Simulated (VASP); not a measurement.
Band structure of RuAl (CsCl type). Level of theory: vdW-DF2, VASP's PBE PAW potentials (set 64) (plane waves; VASP 6.6.1).

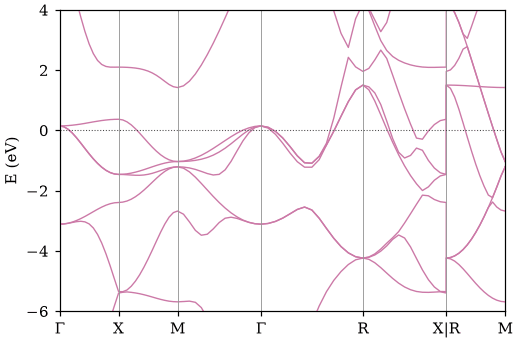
Fig. 1. Bands along high-symmetry lines, zero at the valence-band maximum or, without a gap, the Fermi level

Q: Read the plot: is there a gap, and where are the band edges?

A: It has no gap at this level: it comes out as a metal or semimetal. (Edges off the drawn lines would not show.)

The compound is RuAl in the CsCl type structure. It was relaxed first, which changed the volume by +7 %. The electron count is odd and the run is not spin-polarised, which forces a metal.
